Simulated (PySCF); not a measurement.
**F₅W···F (charge +1, doublet): density, localisation and related maps**

The calculation's input:

```
{"job": {"kind": "sp", "xc": "PBE0", "basis": "ma-def2-SVP", "d3": "d3bj", "grid": 2}, "charge": 1, "multiplicity": 2}
W      0.299695    -0.045907     0.103315
F     -0.872000     0.011732     1.477798
F      0.467690     0.048687    -1.692243
F      1.919181    -0.299295     0.787148
F     -1.882477     0.317682    -0.781977
F      0.276944     1.763028     0.111503
F     -0.189330    -1.772932    -0.126057
```

Command:

```sh
OMP_NUM_THREADS=1 python redox_run.py task.json out
```

Geometry: PBE0-D3(BJ)/def2-SVP; core potentials replace the inner electrons of W.

These are results of PySCF, DFT single point, gas phase, functional PBE0, not measurements.

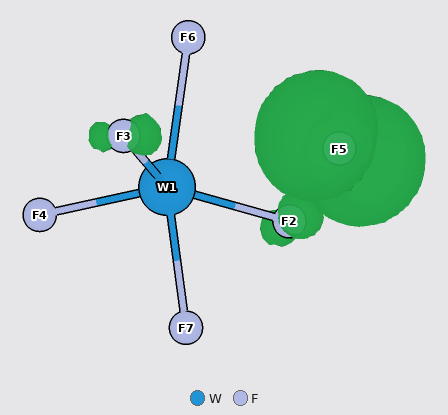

Figure 1. Isosurfaces of the spin density at +0.03 (green) and −0.03 e/Å³ (red), seen at a tilt.

**Which atoms carry the spin?**

The unpaired spin (1 electron) lies mostly on F5 (about 1.0), in electrons by Hirshfeld's partition. Only one sign reaches the isovalue.

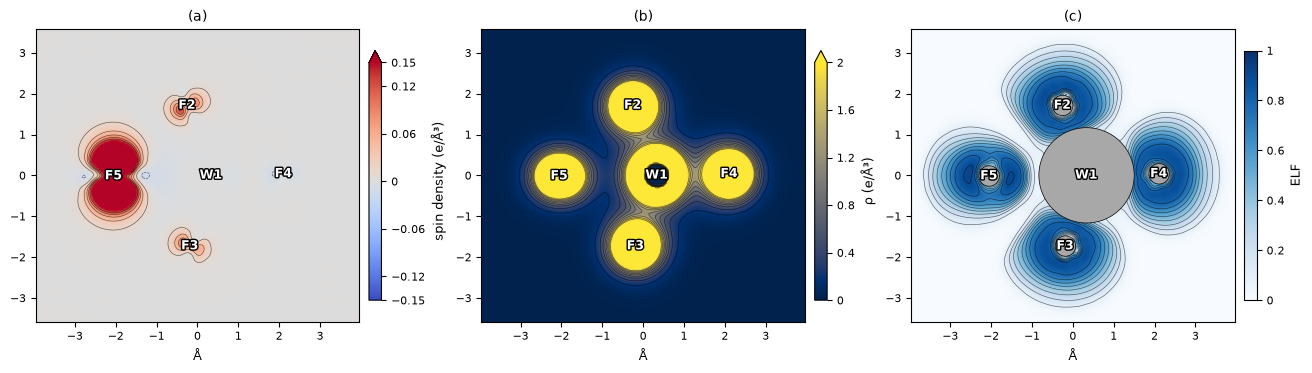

Figure 2. (a) spin density; (b) electron density; (c) electron localisation function on the plane of atoms F3, W1 and F4. Grey discs cover the atomic cores in the ELF map.

**Describe what can be read from this map.**

The plane passes through W and F nuclei.
W1···F5 (2.38 Å): the density falls to about 0.26 e/Å³ on the way; the ELF dips to about 0.05 between them.
W–F (1.78 Å): the density is about 1.4 e/Å³ at the midpoint; the ELF peaks at about 0.80 in the valence shell of F, 0.5 Å from its nucleus, and drops to about 0.25 between the two atoms.
